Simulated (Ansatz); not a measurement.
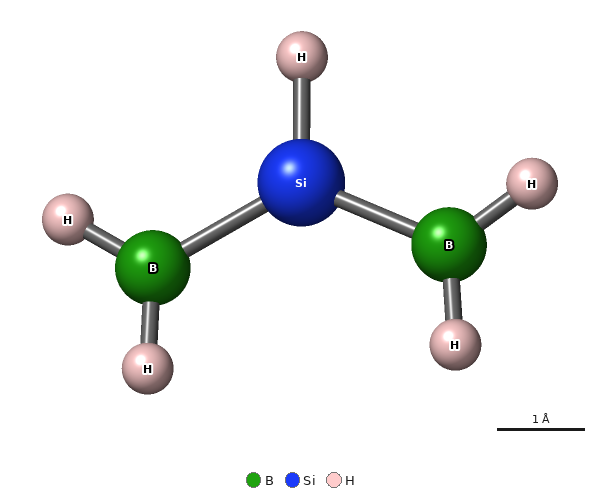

Figure 1. The starting structure (ball-and-stick view, seen at a tilt). Bond lengths as drawn: B–H 1.20 Å, B–Si 2.00 Å and H–Si 1.52 Å.

Run report: B₂SiH₅, molecular dynamics (part 1 of 2)

B₂SiH₅, multiplicity 2, computed with UKS PBE/6-31G (Ansatz 0.2.0).

One setting was made poor on purpose. It belongs to a series of runs on one base structure; here: dynamics from the start.

Log:
```
Engine: ansatz 0.2.0, aarch64-unknown-linux-gnu
Functional definition: PBE
  parameter kappa = 0.804
  parameter beta = 0.06672455060314922
  exchange = pbe_x(kappa = kappa, mu = beta*pi^2/3)
  correlation = pbe_c(beta = beta)
583 factors; integrals over basis functions are off by at most 2.2e-4 eV
mean field evaluation 1: about -9298.6957 eV, gradient 1.6e1 eV
mean field evaluation 2: about -9298.5345 eV, gradient 1.7e1 eV
mean field evaluation 4: about -9300.7775 eV, gradient 4.0e-1 eV
mean field evaluation 8: about -9300.7744 eV, gradient 1.1e-2 eV
mean field -9300.77437914 eV, -341.7971541420 hartree, gradient 2.5e-5 eV, S^2 0.751674; 0 other end points of the search recorded, 0 dependent functions left out
the calculation of the forces begins
reference -9300.77441362 eV, -341.7971554091 hartree; 15, 14 occupied and 26, 27 virtual orbitals, 583 factors
md step     0: t =     0.00 fs  T =  1000.0 K  F+E_penalty+E_count = -9300.77437914 eV  E_kin = 0.775560 eV  conserved = -9299.99881914 eV  (24 SCF iters)
these checks for a lower state are left out or cut short: starts, cluster_reference, orbital_swaps, neighbouring_geometries, increment
583 factors; integrals over basis functions are off by at most 2.3e-4 eV
mean field evaluation 16: about -9300.6670 eV, gradient 6.7e-2 eV
mean field -9300.66200899 eV, -341.7930246154 hartree, gradient 2.2e-5 eV, S^2 0.751805; 0 other end points of the search recorded, 0 dependent functions left out
[... from here on the field's lines of each further geometry are left out, up to the last ...]
md step     1: t =     2.00 fs  T =   881.6 K  F+E_penalty+E_count = -9300.66200899 eV  E_kin = 0.683729 eV  conserved = -9299.97828849 eV  (26 SCF iters)
md step     2: t =     4.00 fs  T =   742.9 K  F+E_penalty+E_count = -9300.55245982 eV  E_kin = 0.576192 eV  conserved = -9299.97634188 eV  (27 SCF iters)
md step     3: t =     6.00 fs  T =   656.4 K  F+E_penalty+E_count = -9300.49540365 eV  E_kin = 0.509056 eV  conserved = -9299.98658773 eV  (27 SCF iters)
md step     4: t =     8.00 fs  T =   497.8 K  F+E_penalty+E_count = -9300.36214566 eV  E_kin = 0.386099 eV  conserved = -9299.97654695 eV  (27 SCF iters)
md step     5: t =    10.00 fs  T =   432.3 K  F+E_penalty+E_count = -9300.30586850 eV  E_kin = 0.335272 eV  conserved = -9299.97144903 eV  (27 SCF iters)
md step     6: t =    12.00 fs  T =   474.6 K  F+E_penalty+E_count = -9300.35980397 eV  E_kin = 0.368100 eV  conserved = -9299.99306157 eV  (27 SCF iters)
md step     7: t =    14.00 fs  T =   383.5 K  F+E_penalty+E_count = -9300.27062097 eV  E_kin = 0.297432 eV  conserved = -9299.97516501 eV  (27 SCF iters)
md step     8: t =    16.00 fs  T =   335.5 K  F+E_penalty+E_count = -9300.23442638 eV  E_kin = 0.260238 eV  conserved = -9299.97682133 eV  (24 SCF iters)
md step     9: t =    18.00 fs  T =   348.2 K  F+E_penalty+E_count = -9300.25251496 eV  E_kin = 0.270077 eV  conserved = -9299.98583952 eV  (28 SCF iters)
md step    10: t =    20.00 fs  T =   290.8 K  F+E_penalty+E_count = -9300.19870567 eV  E_kin = 0.225523 eV  conserved = -9299.97743256 eV  (27 SCF iters)
md step    11: t =    22.00 fs  T =   300.1 K  F+E_penalty+E_count = -9300.19674573 eV  E_kin = 0.232746 eV  conserved = -9299.96917021 eV  (27 SCF iters)
md step    12: t =    24.00 fs  T =   446.9 K  F+E_penalty+E_count = -9300.32896099 eV  E_kin = 0.346620 eV  conserved = -9299.98884347 eV  (27 SCF iters)
md step    13: t =    26.00 fs  T =   516.9 K  F+E_penalty+E_count = -9300.37092274 eV  E_kin = 0.400850 eV  conserved = -9299.97846511 eV  (27 SCF iters)
md step    14: t =    28.00 fs  T =   586.1 K  F+E_penalty+E_count = -9300.42287014 eV  E_kin = 0.454591 eV  conserved = -9299.97900988 eV  (27 SCF iters)
md step    15: t =    30.00 fs  T =   658.9 K  F+E_penalty+E_count = -9300.48696213 eV  E_kin = 0.511018 eV  conserved = -9299.98948781 eV  (27 SCF iters)
md step    16: t =    32.00 fs  T =   581.1 K  F+E_penalty+E_count = -9300.41831463 eV  E_kin = 0.450716 eV  conserved = -9299.98409419 eV  (27 SCF iters)
md step    17: t =    34.00 fs  T =   452.0 K  F+E_penalty+E_count = -9300.30393233 eV  E_kin = 0.350544 eV  conserved = -9299.97249015 eV  (25 SCF iters)
md step    18: t =    36.00 fs  T =   396.1 K  F+E_penalty+E_count = -9300.27490526 eV  E_kin = 0.307230 eV  conserved = -9299.98907357 eV  (26 SCF iters)
md step    19: t =    38.00 fs  T =   270.0 K  F+E_penalty+E_count = -9300.16067316 eV  E_kin = 0.209407 eV  conserved = -9299.97460145 eV  (24 SCF iters)
md step    20: t =    40.00 fs  T =   229.8 K  F+E_penalty+E_count = -9300.12579909 eV  E_kin = 0.178243 eV  conserved = -9299.97246851 eV  (24 SCF iters)
md step    21: t =    42.00 fs  T =   320.9 K  F+E_penalty+E_count = -9300.20800259 eV  E_kin = 0.248857 eV  conserved = -9299.98594434 eV  (23 SCF iters)
md step    22: t =    44.00 fs  T =   358.8 K  F+E_penalty+E_count = -9300.22645504 eV  E_kin = 0.278266 eV  conserved = -9299.97747147 eV  (23 SCF iters)
md step    23: t =    46.00 fs  T =   450.4 K  F+E_penalty+E_count = -9300.28948504 eV  E_kin = 0.349339 eV  conserved = -9299.97256622 eV  (24 SCF iters)
md step    24: t =    48.00 fs  T =   621.2 K  F+E_penalty+E_count = -9300.43819091 eV  E_kin = 0.481781 eV  conserved = -9299.99319466 eV  (24 SCF iters)
md step    25: t =    50.00 fs  T =   629.3 K  F+E_penalty+E_count = -9300.42613421 eV  E_kin = 0.488069 eV  conserved = -9299.98012660 eV  (27 SCF iters)
md step    26: t =    52.00 fs  T =   613.9 K  F+E_penalty+E_count = -9300.40303692 eV  E_kin = 0.476108 eV  conserved = -9299.97441469 eV  (24 SCF iters)
md step    27: t =    54.00 fs  T =   660.8 K  F+E_penalty+E_count = -9300.44736510 eV  E_kin = 0.512507 eV  conserved = -9299.98809286 eV  (27 SCF iters)
md step    28: t =    56.00 fs  T =   588.6 K  F+E_penalty+E_count = -9300.37716951 eV  E_kin = 0.456528 eV  conserved = -9299.97968220 eV  (27 SCF iters)
md step    29: t =    58.00 fs  T =   499.9 K  F+E_penalty+E_count = -9300.29391998 eV  E_kin = 0.387677 eV  conserved = -9299.97051166 eV  (27 SCF iters)
md step    30: t =    60.00 fs  T =   504.6 K  F+E_penalty+E_count = -9300.30748667 eV  E_kin = 0.391322 eV  conserved = -9299.98544115 eV  (24 SCF iters)
md step    31: t =    62.00 fs  T =   426.9 K  F+E_penalty+E_count = -9300.23683430 eV  E_kin = 0.331058 eV  conserved = -9299.97986759 eV  (25 SCF iters)
md step    32: t =    64.00 fs  T =   351.2 K  F+E_penalty+E_count = -9300.16243068 eV  E_kin = 0.272362 eV  conserved = -9299.96834066 eV  (25 SCF iters)
md step    33: t =    66.00 fs  T =   407.0 K  F+E_penalty+E_count = -9300.21801453 eV  E_kin = 0.315657 eV  conserved = -9299.98487724 eV  (28 SCF iters)
md step    34: t =    68.00 fs  T =   402.6 K  F+E_penalty+E_count = -9300.20251310 eV  E_kin = 0.312251 eV  conserved = -9299.97748636 eV  (27 SCF iters)
md step    35: t =    70.00 fs  T =   416.2 K  F+E_penalty+E_count = -9300.19952086 eV  E_kin = 0.322788 eV  conserved = -9299.96888570 eV  (27 SCF iters)
md step    36: t =    72.00 fs  T =   542.4 K  F+E_penalty+E_count = -9300.30877075 eV  E_kin = 0.420640 eV  conserved = -9299.98624302 eV  (27 SCF iters)
md step    37: t =    74.00 fs  T =   571.0 K  F+E_penalty+E_count = -9300.31741826 eV  E_kin = 0.442816 eV  conserved = -9299.97981422 eV  (27 SCF iters)
md step    38: t =    76.00 fs  T =   574.0 K  F+E_penalty+E_count = -9300.30363051 eV  E_kin = 0.445205 eV  conserved = -9299.97110526 eV  (26 SCF iters)
md step    39: t =    78.00 fs  T =   648.5 K  F+E_penalty+E_count = -9300.36813439 eV  E_kin = 0.502988 eV  conserved = -9299.98596469 eV  (26 SCF iters)
the calculation of the forces begins
reference -9300.32671317 eV, -341.7807027210 hartree; 15, 14 occupied and 26, 27 virtual orbitals, 583 factors
583 factors; integrals over basis functions are off by at most 2.5e-4 eV
mean field -9300.32667888 eV, -341.7807014610 hartree, gradient 2.6e-5 eV, S^2 0.753266; 1 other end points of the search recorded, 0 dependent functions left out
the calculation of the forces begins
reference -9300.32671317 eV, -341.7807027210 hartree; 15, 14 occupied and 26, 27 virtual orbitals, 583 factors
md step    40: t =    80.00 fs  T =   617.9 K  F+E_penalty+E_count = -9300.32667888 eV  E_kin = 0.479214 eV  conserved = -9299.97685577 eV  (26 SCF iters)
```

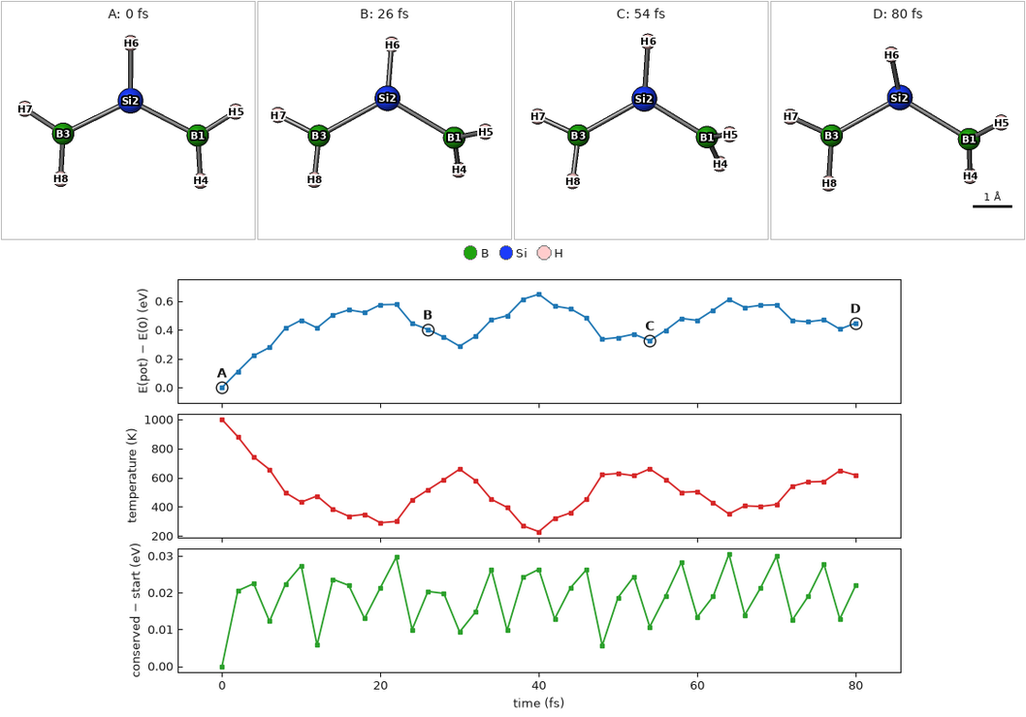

Figure 2. Frames of the molecular dynamics (ball-and-stick, seen on its broad side) above the curves, on which the letters mark them. The trajectory kept here has 41 frames over 80 fs. The temperature starts at 1000 K, ranges from 230 to 1000 K and averages 497 K over the second half. The potential energy ends 0.448 eV above its first value. The conserved quantity stays within 0.03 eV. After an unweighted best fit of the last frame on the first, the root-mean-square displacement is 0.24 Å, and Si2 has moved furthest (0.41 Å).

```
Total energy: -9300.32671317 eV, -341.7807027210 hartree
Atom 0 at    -1.156562     0.804782    -1.246133 Å, force     0.964039     0.573550     1.801365 eV/Å
Atom 1 at    -0.033420     0.448651     0.535287 Å, force     0.423658    -0.339791    -1.312300 eV/Å
Atom 2 at     1.188580    -1.217744     0.680044 Å, force    -0.329256    -0.841621    -0.997969 eV/Å
Atom 3 at    -1.538858    -0.179148    -1.753281 Å, force    -0.378958    -0.450345    -0.592754 eV/Å
Atom 4 at    -1.304322     1.958266    -1.599978 Å, force    -0.080915    -0.401356    -0.061943 eV/Å
Atom 5 at     0.722089     1.649945     1.116680 Å, force    -0.262379     0.013833     0.125124 eV/Å
Atom 6 at     2.007566    -1.404112     1.538139 Å, force    -0.019656     0.303368     0.279721 eV/Å
Atom 7 at     1.201303    -2.162620    -0.184682 Å, force    -0.316533     1.142362     0.758754 eV/Å
Dipole moment:    -0.086797     0.049704     0.014417 e Å
```

Trajectory as extended XYZ (Å, eV, eV/Å), 41 frames, from step=0 to step=40:
```
8
Properties=species:S:1:pos:R:3:forces:R:3 step=0 time_fs=0.0 energy=-9300.77438 temperature=1000.0
B    -1.1518    0.8135   -1.1296    0.0007  -0.0027   0.0038
Si    0.0287    0.4374    0.4374   -0.0018   0.0070   0.0098
B     1.1238   -1.2057    0.7400   -0.0033   0.0022  -0.0015
H    -1.2918   -0.0175   -1.9897    0.0057   0.0028   0.0057
H    -1.7254    1.8675   -1.2253   -0.0036  -0.0012  -0.0043
H     0.1038    1.5160    1.5110    0.0024  -0.0109  -0.0147
H     1.8412   -1.2950    1.7025    0.0009  -0.0058   0.0003
H     1.0715   -2.1161   -0.0464   -0.0010   0.0086   0.0008
8
Properties=species:S:1:pos:R:3:forces:R:3 step=1 time_fs=2.0 energy=-9300.66201 temperature=881.6
B    -1.1478    0.8111   -1.1160    0.1742  -0.8697  -0.3988
Si    0.0230    0.4534    0.4325    0.3539  -0.3862   0.5319
B     1.1373   -1.2433    0.7355    0.3068   1.3127   1.2751
H    -1.3452   -0.0428   -1.9536    0.1038   0.0006   0.1843
H    -1.6631    1.8392   -1.3056   -0.3991   0.9312  -0.0067
H     0.0285    1.5047    1.5625    0.0468  -0.2056  -0.2312
H     1.8695   -1.2728    1.7641   -0.6614  -0.1815  -1.0263
H     1.0809   -2.0906   -0.0774    0.0749  -0.6015  -0.3284
8
Properties=species:S:1:pos:R:3:forces:R:3 step=2 time_fs=4.0 energy=-9300.55246 temperature=742.9
B    -1.1431    0.8056   -1.1039   -0.2008  -0.5573  -0.8143
Si    0.0178    0.4688    0.4284    0.6321  -0.7451   0.9620
B     1.1519   -1.2762    0.7356    0.1146   1.8509   1.2350
H    -1.3947   -0.0681   -1.9104    0.1498  -0.0402   0.2599
H    -1.6160    1.8466   -1.3861   -0.2067   0.7140   0.0975
H    -0.0450    1.4855    1.6051    0.0992  -0.2973  -0.3735
H     1.8725   -1.2576    1.7865   -0.7315  -0.3795  -1.2334
H     1.0933   -2.0882   -0.1210    0.1433  -0.5455  -0.1332
8
Properties=species:S:1:pos:R:3:forces:R:3 step=3 time_fs=6.0 energy=-9300.49540 temperature=656.4
B    -1.1392    0.7981   -1.0947   -0.7279   0.4841  -1.2783
Si    0.0134    0.4833    0.4256    0.8496  -1.1127   1.1991
B     1.1668   -1.3025    0.7401   -0.5562   1.7182  -0.0933
H    -1.4384   -0.0950   -1.8572    0.1257  -0.1053   0.2070
H    -1.5768    1.8813   -1.4629    0.2151  -0.2274   0.4033
H    -0.1146    1.4549    1.6334    0.1431  -0.2507  -0.3722
H     1.8475   -1.2569    1.7616   -0.2374  -0.4851  -0.5661
H     1.1111   -2.1066   -0.1697    0.1879  -0.0211   0.5003
8
Properties=species:S:1:pos:R:3:forces:R:3 step=4 time_fs=8.0 energy=-9300.36215 temperature=497.8
B    -1.1378    0.7924   -1.0901   -0.9042   1.1055  -1.5057
Si    0.0102    0.4962    0.4245    1.0099  -1.4873   1.1941
B     1.1798   -1.3227    0.7442   -1.5575   1.5506  -1.8873
H    -1.4773   -0.1258   -1.7962    0.0659  -0.1325   0.0982
H    -1.5294    1.9072   -1.5242    0.3706  -0.8109   0.6056
H    -0.1788    1.4148    1.6475    0.1643  -0.0908  -0.2187
H     1.8134   -1.2747    1.7150    0.6797  -0.4593   0.8273
H     1.1362   -2.1259   -0.1993    0.1714   0.3248   0.8865
8
Properties=species:S:1:pos:R:3:forces:R:3 step=5 time_fs=10.0 energy=-9300.30587 temperature=432.3
B    -1.1397    0.7906   -1.0908   -0.7323   0.9557  -1.3896
Si    0.0084    0.5071    0.4250    1.1097  -1.8264   0.9923
B     1.1873   -1.3373    0.7416   -1.8625   1.7229  -2.2029
H    -1.5137   -0.1618   -1.7313    0.0251  -0.0520   0.0209
H    -1.4678    1.9022   -1.5624    0.2319  -0.7482   0.5324
H    -0.2368    1.3711    1.6531    0.1614   0.1083   0.0237
H     1.8052   -1.3102    1.7000    0.9682  -0.3939   1.3431
H     1.1678   -2.1327   -0.1949    0.0986   0.2337   0.6801
8
Properties=species:S:1:pos:R:3:forces:R:3 step=6 time_fs=12.0 energy=-9300.35980 temperature=474.6
B    -1.1442    0.7922   -1.0965   -0.3499   0.0244  -0.8959
Si    0.0082    0.5155    0.4268    1.1375  -2.0501   0.7431
B     1.1881   -1.3458    0.7312   -0.9948   2.1958  -0.2097
H    -1.5491   -0.1998   -1.6656    0.0246   0.1425  -0.0157
H    -1.3973    1.8685   -1.5802   -0.0913  -0.0260   0.1268
H    -0.2885    1.3316    1.6597    0.1563   0.2402   0.2149
H     1.8342   -1.3607    1.7365    0.0988  -0.2702   0.0980
H     1.2032   -2.1306   -0.1645    0.0188  -0.2565  -0.0614
8
Properties=species:S:1:pos:R:3:forces:R:3 step=7 time_fs=14.0 energy=-9300.27062 temperature=383.5
B    -1.1500    0.7939   -1.1054    0.0305  -1.1188  -0.1804
Si    0.0094    0.5210    0.4297    1.0855  -2.0898   0.6195
B     1.1853   -1.3464    0.7200   -0.2546   2.3413   1.4402
H    -1.5837   -0.2324   -1.6004    0.0258   0.3369  -0.0816
H    -1.3302    1.8337   -1.5932   -0.3788   0.8998  -0.4204
H    -0.3344    1.3012    1.6746    0.1819   0.2350   0.2193
H     1.8670   -1.4217    1.7768   -0.6546  -0.0127  -0.9547
H     1.2394   -2.1382   -0.1364   -0.0357  -0.5918  -0.6418
8
Properties=species:S:1:pos:R:3:forces:R:3 step=8 time_fs=16.0 energy=-9300.23443 temperature=335.5
B    -1.1556    0.7916   -1.1150    0.2072  -1.0694   0.1344
Si    0.0122    0.5237    0.4334    0.9728  -1.9644   0.6577
B     1.1816   -1.3387    0.7139    0.0184   1.6094   1.3740
H    -1.6173   -0.2521   -1.5383   -0.0267   0.3781  -0.2244
H    -1.2775    1.8334   -1.6223   -0.4103   0.7741  -0.4724
H    -0.3733    1.2799    1.6978    0.2444   0.1260   0.0413
H     1.8747   -1.4832    1.7806   -0.8563   0.2640  -1.1357
H     1.2742   -2.1686   -0.1329   -0.1496  -0.1180  -0.3747
8
Properties=species:S:1:pos:R:3:forces:R:3 step=9 time_fs=18.0 energy=-9300.25252 temperature=348.2
B    -1.1605    0.7854   -1.1241    0.3234   0.0594  -0.0138
Si    0.0163    0.5237    0.4381    0.8387  -1.7797   0.7252
B     1.1780   -1.3252    0.7127   -0.1199   0.6575   0.2698
H    -1.6519   -0.2573   -1.4848   -0.1318   0.2491  -0.3966
H    -1.2405    1.8628   -1.6696   -0.3370  -0.2683  -0.0131
H    -0.4029    1.2633    1.7227    0.3096   0.0100  -0.1807
H     1.8496   -1.5347    1.7408   -0.5566   0.4244  -0.5355
H     1.3033   -2.2035   -0.1437   -0.3264   0.6476   0.1448
8
Properties=species:S:1:pos:R:3:forces:R:3 step=10 time_fs=20.0 energy=-9300.19871 temperature=290.8
B    -1.1643    0.7795   -1.1332    0.4496   0.8446  -0.1098
Si    0.0216    0.5213    0.4437    0.7116  -1.6330   0.6776
B     1.1740   -1.3094    0.7125   -0.7016   0.2955  -1.1049
H    -1.6917   -0.2530   -1.4463   -0.2004   0.1245  -0.4939
H    -1.2164    1.8819   -1.7174   -0.3033  -0.9648   0.3492
H    -0.4207    1.2470    1.7407    0.3372  -0.0412  -0.3108
H     1.8032   -1.5700    1.6805    0.1569   0.3458   0.6992
H     1.3200   -2.2137   -0.1490   -0.4499   1.0287   0.2934
8
Properties=species:S:1:pos:R:3:forces:R:3 step=11 time_fs=22.0 energy=-9300.19675 temperature=300.1
B    -1.1665    0.7766   -1.1428    0.4662   0.7403   0.0255
Si    0.0279    0.5166    0.4503    0.5913  -1.5443   0.4571
B     1.1674   -1.2925    0.7083   -1.1184   0.4833  -1.6296
H    -1.7392   -0.2439   -1.4267   -0.1349   0.1642  -0.4590
H    -1.2038    1.8641   -1.7519   -0.2801  -0.9179   0.3708
H    -0.4256    1.2292    1.7468    0.3079  -0.0066  -0.2881
H     1.7627   -1.5921    1.6469    0.6149   0.2098   1.5203
H     1.3195   -2.1845   -0.1430   -0.4468   0.8712   0.0030
8
Properties=species:S:1:pos:R:3:forces:R:3 step=12 time_fs=24.0 energy=-9300.32896 temperature=446.9
B    -1.1670    0.7763   -1.1523    0.3604  -0.1458   0.4549
Si    0.0350    0.5098    0.4576    0.4534  -1.4660   0.0828
B     1.1568   -1.2738    0.6983   -0.6912   0.7186  -0.2370
H    -1.7920   -0.2285   -1.4246    0.0398   0.2886  -0.3259
H    -1.2019    1.8110   -1.7723   -0.2333  -0.1596   0.0088
H    -0.4188    1.2111    1.7418    0.2255   0.1020  -0.1226
H     1.7457   -1.6062    1.6714    0.1423   0.4284   0.7524
H     1.3019   -2.1218   -0.1369   -0.2969   0.2338  -0.6134
8
Properties=species:S:1:pos:R:3:forces:R:3 step=13 time_fs=26.0 energy=-9300.37092 temperature=516.9
B    -1.1662    0.7755   -1.1601    0.2416  -1.1394   1.0159
Si    0.0427    0.5009    0.4649    0.2717  -1.3254  -0.3412
B     1.1438   -1.2525    0.6875   -0.1234   0.8112   1.4014
H    -1.8434   -0.2020   -1.4350    0.1890   0.2910  -0.1682
H    -1.2090    1.7517   -1.7924   -0.1498   0.8304  -0.5155
H    -0.4032    1.1968    1.7322    0.1162   0.2446   0.1012
H     1.7340   -1.6039    1.7249   -0.4494   0.6652  -0.4241
H     1.2728   -2.0500   -0.1543   -0.0960  -0.3775  -1.0696
8
Properties=species:S:1:pos:R:3:forces:R:3 step=14 time_fs=28.0 energy=-9300.42287 temperature=586.1
B    -1.1646    0.7706   -1.1644    0.1670  -0.9815   0.9847
Si    0.0508    0.4902    0.4719    0.0084  -1.0330  -0.6469
B     1.1302   -1.2282    0.6816    0.2041   0.2925   1.5107
H    -1.8877   -0.1643   -1.4519    0.2067   0.0877  -0.0426
H    -1.2219    1.7241   -1.8323    0.0004   0.8744  -0.4433
H    -0.3832    1.1919    1.7264    0.0305   0.3458   0.2325
H     1.7052   -1.5761    1.7622   -0.6150   0.6246  -1.0007
H     1.2399   -1.9925   -0.2128   -0.0021  -0.2105  -0.5945
```
